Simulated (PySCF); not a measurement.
SMILES [Li][F], singlet at its CAM-B3LYP/def2-SVP optimised geometry (Å):

```
2

Li    -0.7603     0.0000     0.0000
F      0.7603     0.0000     0.0000
```

Level of theory: CAM-B3LYP/def2-TZVP run with PySCF. Cells within 0.4 Å of a nucleus heavier than hydrogen are left out (blank, or x).

Map of the log10 of the electron density (e/bohr³), floored at −4 on the plane z = 0.0 Å:

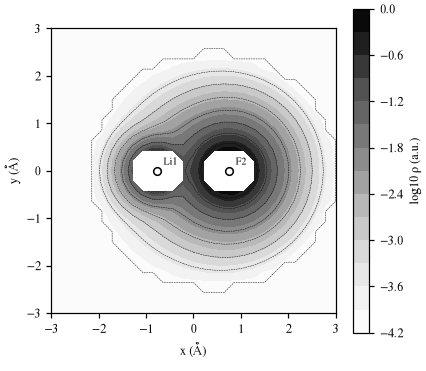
Figure. Log10 of the electron density (e/bohr³), floored at −4 on the plane z = 0.0 Å.
